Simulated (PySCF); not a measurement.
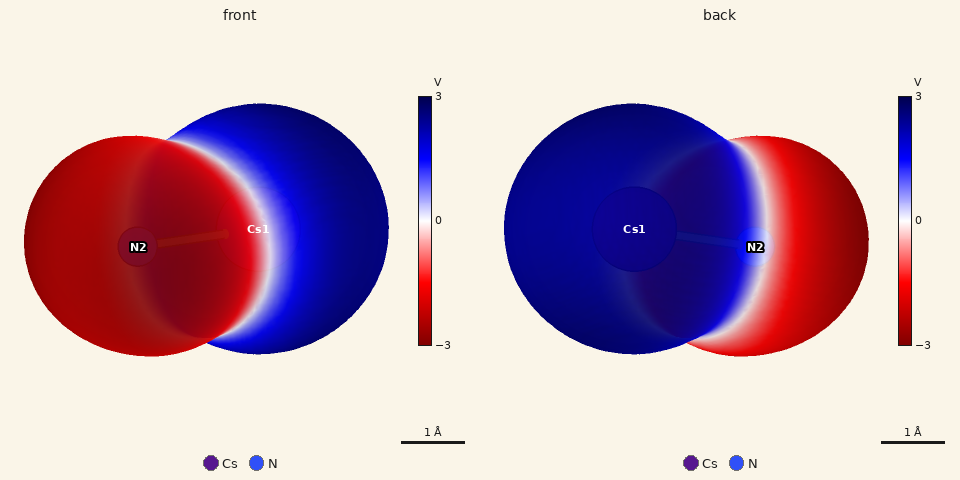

Figure 1: CsN (triplet). The electrostatic potential painted on the density surface at 0.002 e/bohr³, seen from the front and from behind; red is negative and blue positive.

Core potentials replace the inner electrons of Cs.

Theory: PBE0/def2-TZVPP, non-relativistic Hamiltonian with scalar-relativistic core potentials where named, at a bond length of 2.511 Å (PySCF).

Question: Where is the surface potential most negative and most positive?

Answer: The most negative region (about −2.9 V) lies over N2, the most positive (about +2.7 V) over Cs1. N2 is the likeliest acceptor of a hydrogen bond.
